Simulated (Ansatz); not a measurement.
C3H8ClGaO

```yaml
atoms:
  - { symbol: C, position_ang: [1.4219, -1.3464, -2.3065] }
  - { symbol: C, position_ang: [-0.0706, -1.4124, -0.4956] }
  - { symbol: C, position_ang: [-0.1908, 1.2582, 1.9337] }
  - { symbol: Cl, position_ang: [-0.0376, 2.0053, -1.4768] }
  - { symbol: Ga, position_ang: [-0.0813, 0.5012, 0.1154] }
  - { symbol: O, position_ang: [0.1168, -1.6143, -1.8701] }
  - { symbol: H, position_ang: [1.7119, -0.2939, -2.1143] }
  - { symbol: H, position_ang: [2.1633, -2.0097, -1.8143] }
  - { symbol: H, position_ang: [1.4572, -1.5219, -3.3910] }
  - { symbol: H, position_ang: [0.6641, -1.9858, 0.1109] }
  - { symbol: H, position_ang: [-1.0647, -1.8167, -0.2358] }
  - { symbol: H, position_ang: [-1.0131, 1.9888, 1.9815] }
  - { symbol: H, position_ang: [-0.3441, 0.4865, 2.7026] }
  - { symbol: H, position_ang: [0.7458, 1.7964, 2.1527] }
```

Geometry: B3LYP-D3(BJ)/def2-SVP.

Theory: isolated molecule in a Gaussian basis; Kohn-Sham density functional theory, functional PBE0 (Ansatz 0.2.0).

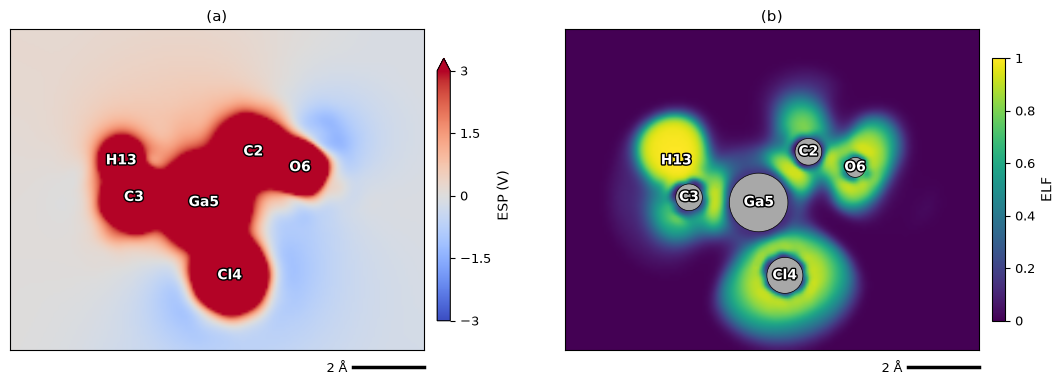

Figure 1. (a) electrostatic potential; (b) ELF on the plane of atoms C3, Ga5 and Cl4. Grey discs cover the atomic cores in the ELF map.

Describe what can be read from this map.

- The plane passes through C, Cl, Ga, O and H nuclei.
- C–O (1.40 Å): the ELF peaks at about 0.90 between the atoms, as expected for a shared but strongly polarised pair.
- C–Ga (1.97 Å): the ELF peaks at about 0.90 in the valence shell of C, 0.7 Å from its nucleus, and is about 0.60 at the midpoint.
- Ga–Cl (2.19 Å): the ELF peaks at about 0.85 in the valence shell of Cl, 0.8 Å from its nucleus, and is about 0.55 at the midpoint.
- C–H (1.10 Å): the ELF climbs to about 1 towards the hydrogen, as it does in any bond to H; a covalent bond by its length.
- The ELF also peaks beside Cl4 and O6, away from the bonds: lone-pair regions.
- Outside the dense part of the molecule the potential is most negative (−1.4 V) near O6.

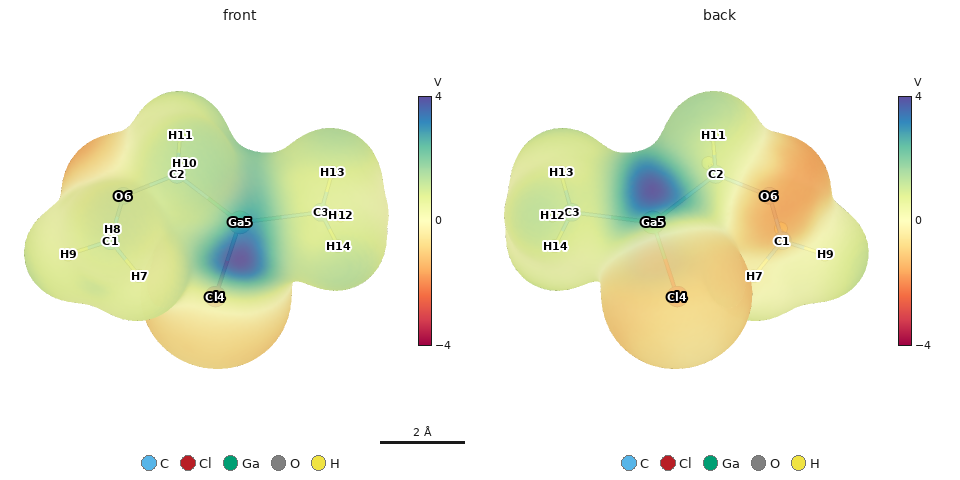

Figure 2. The electrostatic potential painted on the density surface at 0.004 e/bohr³, seen from the front and from behind; the colour scale runs from red (negative) to blue (positive).

Where is the surface potential most negative and most positive?

The most negative region (about −1.6 V) lies over O6, the most positive (about +3.8 V) over Ga5. O6 is the likeliest acceptor of a hydrogen bond.

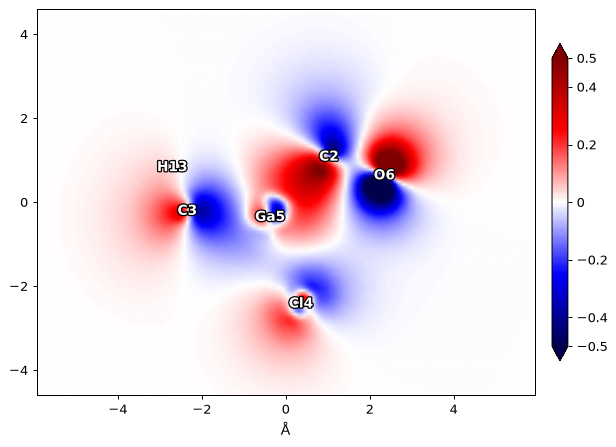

Figure 3. The HOMO on the plane of atoms C2, Ga5 and C3 (values in Å⁻³ᐟ²; the overall sign is arbitrary).

Describe this orbital and give its energy.

It lies mainly on O6 (about 35 %), C2 (about 20 %), Ga5 (about 15 %), C3 (about 10 %) and Cl4 (about 5 %). Its energy is −6.91 eV.
